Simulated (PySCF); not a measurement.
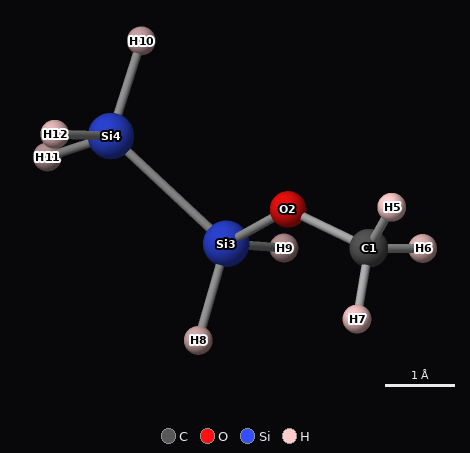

**Figure 1.** The structure as given in the input (ball-and-stick view, seen at a tilt; atoms are numbered from 1 in the order of the input). Bond lengths as drawn: C–H 1.09 Å, C–O 1.39 Å, H–Si 1.47 Å, O–Si 1.63 Å and Si–Si 2.29 Å.

**CH$_{8}$OSi$_{2}$: NMR shielding calculation**

System: CH$_{8}$OSi$_{2}$.
Method: GIAO OLYP/pcSseg-1 NMR shielding, non-relativistic, gas phase (PySCF 2.14.0).

The geometry comes from this level: GFN2-xTB. It belongs to a series of runs on one base structure; here: OLYP/pcSseg-1; aux def2-qzvpp-jkfit. Figures and captions count atoms from 1; the log counts them from 0 in places.

**The input**
```
{"job": {"kind": "nmr", "xc": "OLYP", "basis": "pcSseg-1", "pop": false, "scf": {"aux": "def2-qzvpp-jkfit"}}, "charge": 0, "multiplicity": 1}
C     -2.144745     0.593156     0.133848
O     -0.780518     0.495148     0.395578
Si     0.222604    -0.736239     0.043560
Si     2.203434     0.068756     0.868103
H     -2.496662     1.555070     0.508937
H     -2.694327    -0.209096     0.632368
H     -2.338942     0.533026    -0.939880
H      0.174458    -1.015630    -1.403773
H     -0.288420    -1.979722     0.649942
H      2.215784     0.329162     2.311309
H      3.245102    -0.936657     0.630513
H      2.683430     1.302339     0.236575
```

The first line tells a small driver script what to run in PySCF; the rest is the geometry in Å.

Run as:
```bash
OMP_NUM_THREADS=1 python <driver script> task.json out
```

**Log**
```
final grid: 89248 points
cycle   1  E = -696.9322742458  dE =  1.604e-01  |g| = 7.511e-01  |ddm| = 2.985e+00
cycle   2  E = -696.3665057600  dE =  5.658e-01  |g| = 1.798e+00  |ddm| = 3.407e+00
cycle   3  E = -697.0370125537  dE = -6.705e-01  |g| = 1.126e-01  |ddm| = 2.995e+00
cycle   4  E = -697.0403104176  dE = -3.298e-03  |g| = 4.226e-02  |ddm| = 1.934e-01
cycle   5  E = -697.0407189121  dE = -4.085e-04  |g| = 1.898e-02  |ddm| = 5.317e-02
cycle   6  E = -697.0408091891  dE = -9.028e-05  |g| = 2.566e-03  |ddm| = 1.697e-02
cycle   7  E = -697.0408105543  dE = -1.365e-06  |g| = 7.532e-04  |ddm| = 3.430e-03
cycle   8  E = -697.0408107539  dE = -1.996e-07  |g| = 1.395e-04  |ddm| = 1.418e-03
cycle   9  E = -697.0408107590  dE = -5.074e-09  |g| = 2.701e-05  |ddm| = 2.017e-04
cycle  10  E = -697.0408107592  dE = -1.812e-10  |g| = 9.671e-06  |ddm| = 5.449e-05
converged SCF energy = -697.0408107592

GIAO shielding tensors (ppm)
atom      isotropic    diamagn.    paramagn.     s11        s22        s33       span
  0 C      126.345     240.997    -114.651     97.937     98.386    182.713     84.776
  1 O      334.511     398.975     -64.463    282.352    348.595    372.587     90.235
  2 Si     372.545     881.535    -508.990    297.214    340.182    480.240    183.026
  3 Si     468.151     880.945    -412.793    446.625    476.121    481.709     35.084
  4 H       27.699      28.098      -0.399     23.534     25.489     34.075     10.541
  5 H       28.048      28.347      -0.299     24.363     25.597     34.183      9.820
  6 H       28.044      28.897      -0.853     24.354     25.595     34.185      9.831
  7 H       26.402      30.372      -3.970     23.641     24.795     30.769      7.128
  8 H       26.402      30.010      -3.608     23.642     24.795     30.769      7.127
  9 H       28.339      29.436      -1.096     25.331     26.244     33.442      8.111
 10 H       28.687      29.008      -0.321     25.804     26.158     34.098      8.293
 11 H       28.339      29.719      -1.381     25.331     26.244     33.441      8.109
```

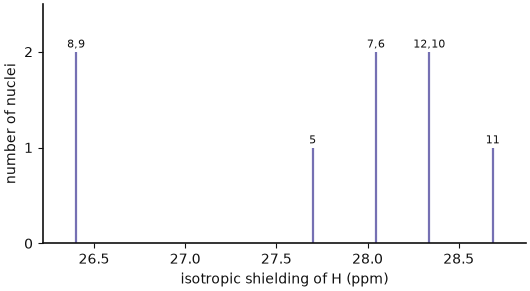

**Figure 2.** Isotropic shieldings of the hydrogen nuclei in this fixed geometry, labelled by atom number; shielding grows to the right, so chemical shift grows to the left. The least shielded is H8 (26.4 ppm), the most shielded H11 (28.7 ppm).

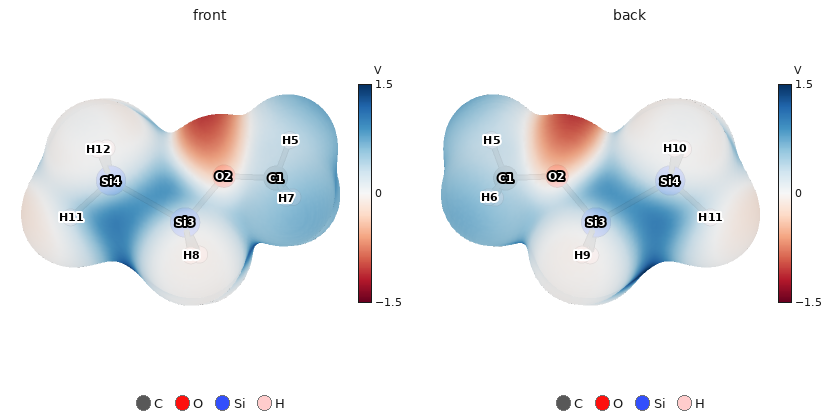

**Figure 3.** The molecular electrostatic potential painted on the density surface at 0.002 e/bohr³, seen face on and from behind; red is negative and blue positive. Its dipole moment is 1.26 D.

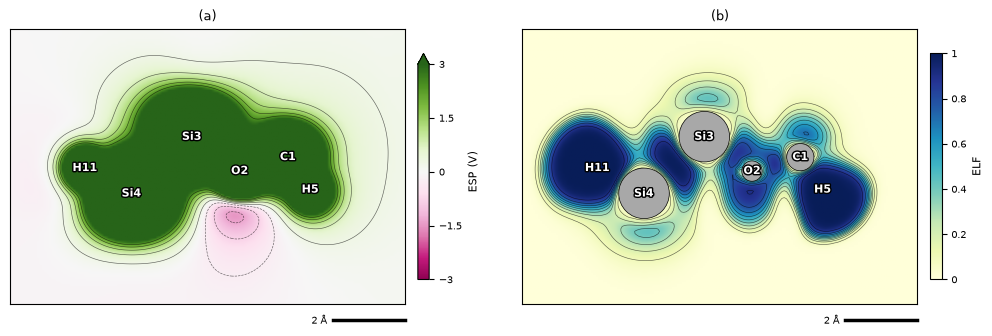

**Figure 4.** (a) electrostatic potential; (b) ELF on the plane of atoms O2, C1 and H5. Grey discs, where drawn, cover atomic cores. The section cuts through C, O, Si and H sites. C–O (1.39 Å): the ELF peaks at about 0.90 between the atoms (a polar covalent bond). Si–O (1.63 Å): the ELF peaks at about 0.85 between the atoms (a polar covalent bond). Si–H (1.47 Å): the ELF climbs to about 1 towards the hydrogen.

**Summary**

| quantity | value |
| --- | --- |
| outcome | converged |
| total energy | −697.040811 hartree |
| HOMO | −6.47 eV |
| LUMO | −0.76 eV |
| dipole moment | 1.26 D |
| isotropic shielding, C | 126.3 ppm |
| isotropic shielding, O | 334.5 ppm |
| isotropic shielding, Si | 372.5 to 468.2 ppm |
| isotropic shielding, H | 26.4 to 28.7 ppm |
| hardware | 1 CPU thread, shared host |
| wall time | 13 s |
| peak memory | 0.43 GiB |

**Remarks**

Settings chosen away from the usual ones: OLYP/pcSseg-1; aux def2-qzvpp-jkfit.
